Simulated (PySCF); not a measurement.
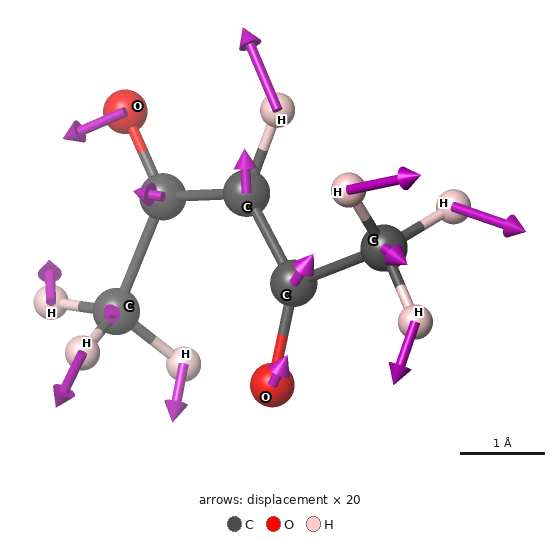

This is a relaxation of C5H7O2 (charge −1). The starting structure is drawn; purple arrows show the displacements, 20 times their true length. The two geometries are superimposed by the best rigid fit.

A ball-and-stick model, seen from a free direction.

The start comes from GFN2-xTB.

These are results of PySCF 2.14.0, density-fitted response routines, PBE0-D3(BJ)/def2-SVP geometry optimisation, gas phase, not measurements. 

Describe the change and its energy.

Over 4 geometry steps the energy falls by 0.049 eV. The largest force component goes from 0.88 to 0.021 eV/Å. The largest move after the best rigid fit is that of an H atom, 0.057 Å. By element the largest moves are H 0.057 Å, O 0.044 Å, C 0.027 Å. Some distances before and after: C–C 1.406 → 1.426 Å, C–H 1.088 → 1.101 Å, C–C 1.545 → 1.540 Å, C–O 1.247 → 1.241 Å. Among the angles between lasting bonds that change: H–C–H 107.3° → 104.6°.

Limits of the set-up: the basis has no diffuse functions, which an anion needs.
